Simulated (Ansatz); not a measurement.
**C2H7NOSi: density, localisation and related maps**

```xyz
12

O    -0.1977    1.7203   -0.2200
C     0.6533    1.5943    0.9479
C     0.5938    0.5027   -0.0420
N    -0.0519   -0.7413    0.2236
Si   -0.5884   -1.8117   -1.0796
H    -0.6679   -0.6965    1.0399
H     1.5221    2.2701    0.9885
H     0.1268    1.4771    1.9093
H     1.4068    0.4032   -0.7750
H    -1.7638   -1.3388   -1.8967
H     0.5781   -1.9878   -2.0065
H    -0.9617   -3.1152   -0.4382
```

These are results of RKS revPBE/6-31G* (Ansatz 0.2.0), not measurements.

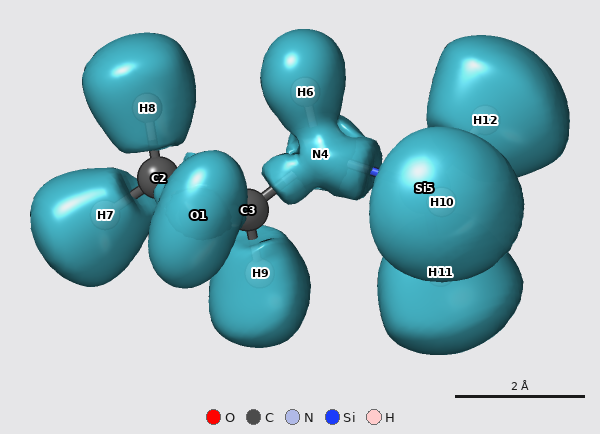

Figure 1. Isosurface of the electron localisation function at 0.75 (cyan), seen at a tilt. Core shells and regions of very low density are left out.

**Where are the electrons localised?**

The ELF exceeds this value in one region between bonded C–C atoms (shared pairs), six regions around hydrogen nuclei, one region on O in which the atom's valence shell and bonds are merged and one joined region spread over several atoms (H, N), in which their bonds and any lone pairs are merged.


C–N (1.43 Å): the ELF peaks at about 0.90 between the atoms; localised, covalent bonding. C–O (1.45 Å): the ELF peaks at about 0.80 between the atoms; a polar covalent bond.

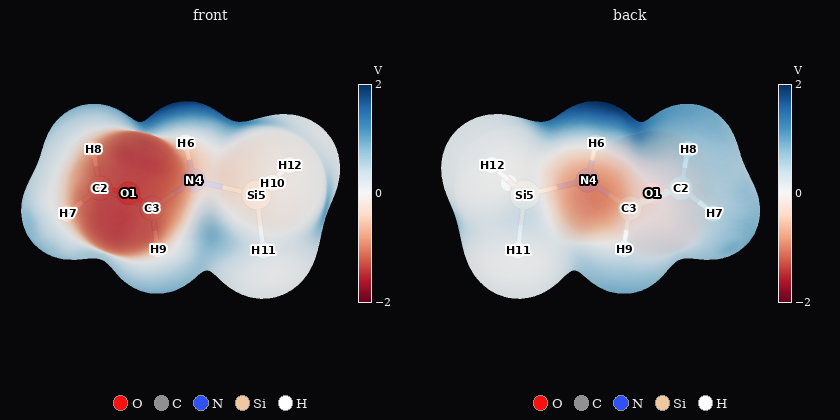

Figure 2. The electrostatic potential painted on the density surface at 0.002 e/bohr³, seen from the front and from behind; the colour scale runs from red (negative) to blue (positive).

**Where is the surface potential most negative and most positive?**

The most negative region (about −1.4 V) lies over O1, the most positive (about +1.9 V) over H6. O1 is the likeliest acceptor of a hydrogen bond.

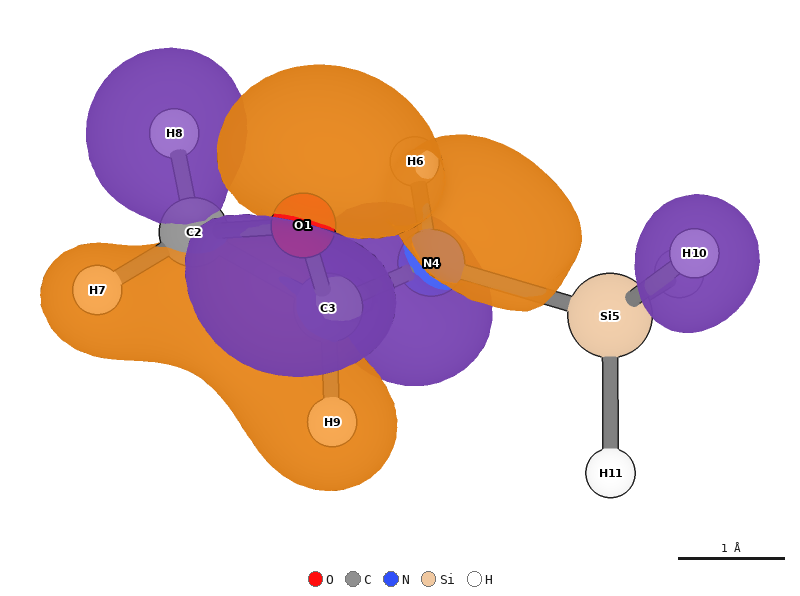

Figure 3. The HOMO−1 at ±0.08 Å⁻³ᐟ² (orange and purple are the two phases), seen at a tilt.

**What is the character of this orbital?**

Its weight (Hirshfeld) is mainly on O1 (about 55 %), N4 (about 15 %), C2 (about 10 %) and C3 (about 10 %). Its energy is −6.05 eV.
